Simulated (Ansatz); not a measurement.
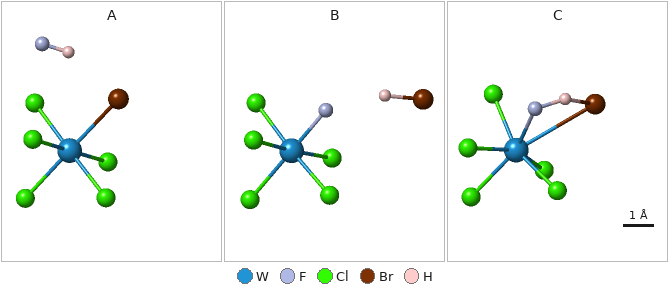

3 geometries from a converged minimum-energy path of WHBrCl₅F, shuffled. A ball-and-stick model, seen from a free direction.

The calculation used Ansatz 0.2.0, RKS PBE/def2-SVP. Run with 7 movable images; climbing image; force threshold 0.05 eV/Å; iteration limit 60; starting path through a guess of the saddle point.

Q: Which of them lies highest in energy?

A: C. In order along the path, whose images run from 0 to 8: B (image 1, 0.00 eV), C (image 4, +1.14 eV), A (image 8, +0.55 eV). Breaking: Br–H (1.44 → 2.41 Å), F–W (1.90 → 4.01 Å). Forming: F–H (2.14 → 0.94 Å), Br–W (4.70 → 2.52 Å).

The run took 4.6 min on 4 threads of AMD EPYC 9R45 96-Core Processor (Zen 5), on a shared host, peak memory 0.38 GiB.
